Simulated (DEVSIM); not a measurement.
Structure: Ti/Al2O3/SiO2/p-Si capacitor, at 400 K.

| layer (left to right) | material | thickness (nm) | Na (cm⁻³) |
|---|---|---|---|
| 1 | Al2O3 | 13.0 | - |
| 2 | SiO2 | 0.830 | - |
| 3 | Si | 4400 | 1.7e15 |

Metal gate on the left, work function 4.33 eV. Fixed charge at the semiconductor interface 1.1e10 cm⁻² (in units of +e); no interface traps.

This is a model device: material constants are rounded textbook-type values typed into the input, and sizes, dopings and lifetimes were drawn at random. Values at 300 K; Nc and Nv go as T^1.5, mobilities as T to minus their exponent, the gap by Varshni's rule with the affinity fixed.

| parameter | Al2O3 | SiO2 | Si |
|---|---|---|---|
| gap (eV) | 6.8 | 9 | 1.124 |
| affinity (eV) | 1.35 | 0.9 | 4.05 |
| permittivity | 9 | 3.9 | 11.7 |
| Nc (cm⁻³) | - | - | 2.86e19 |
| Nv (cm⁻³) | - | - | 3.1e19 |
| Varshni α (eV/K) | - | - | 0.000473 |
| Varshni β (K) | - | - | 636 |

DEVSIM, 1D Poisson equation in equilibrium, Boltzmann statistics, complete ionisation; no quantum confinement or tunnelling. Metal contacts follow the ideal Schottky-Mott rule: no Fermi-level pinning, no interface dipoles.

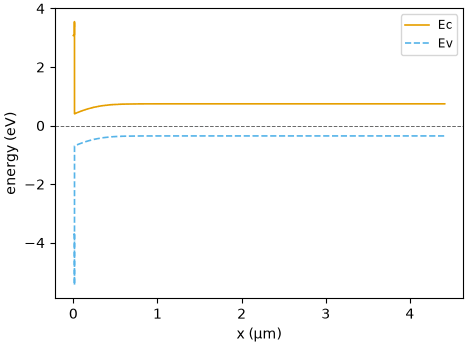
Fig. 1. Band edges at -0.1 V on the gate

Energies count from the Fermi level of the right contact; mesh points crowd at the junctions.

| x (μm) | Ec (eV) | Ev (eV) | n (cm⁻³) | p (cm⁻³) | field (V/cm) |
|---|---|---|---|---|---|
| 0.000 | 3.080 | -3.720 | < 1e2 | < 1e2 | 15000 |
| 0.001503 | 3.082 | -3.718 | < 1e2 | < 1e2 | 15000 |
| 0.004762 | 3.087 | -3.713 | < 1e2 | < 1e2 | 15000 |
| 0.009478 | 3.094 | -3.706 | < 1e2 | < 1e2 | 15000 |
| 0.01255 | 3.098 | -3.702 | < 1e2 | < 1e2 | 15000 |
| 0.01341 | 3.550 | -5.450 | < 1e2 | < 1e2 | 34000 |
| 0.01419 | 0.402 | -0.694 | 3.8e14 | 8.5e10 | 13000 |
| 0.01765 | 0.407 | -0.690 | 3.3e14 | 9.7e10 | 13000 |
| 0.02511 | 0.416 | -0.680 | 2.5e14 | 1.3e11 | 13000 |
| 0.04269 | 0.438 | -0.659 | 1.4e14 | 2.4e11 | 12000 |
| 0.08511 | 0.486 | -0.610 | 3.3e13 | 9.7e11 | 11000 |
| 0.2498 | 0.629 | -0.468 | 5.3e11 | 6.1e13 | 6500 |
| 0.5849 | 0.733 | -0.363 | 2.5e10 | 1.3e15 | 840 |
| 1.441 | 0.743 | -0.353 | 1.9e10 | 1.7e15 | ≈ 0 |
| 3.370 | 0.743 | -0.353 | 1.9e10 | 1.7e15 | ≈ 0 |
| 3.982 | 0.743 | -0.353 | 1.9e10 | 1.7e15 | ≈ 0 |
| 4.236 | 0.743 | -0.353 | 1.9e10 | 1.7e15 | ≈ 0 |
| 4.341 | 0.743 | -0.353 | 1.9e10 | 1.7e15 | ≈ 0 |
| 4.392 | 0.743 | -0.353 | 1.9e10 | 1.7e15 | ≈ 0 |
| 4.406 | 0.743 | -0.353 | 1.9e10 | 1.7e15 | ≈ 0 |
| 4.411 | 0.743 | -0.353 | 1.9e10 | 1.7e15 | ≈ 0 |
| 4.414 | 0.743 | -0.353 | 1.9e10 | 1.7e15 | ≈ 0 |
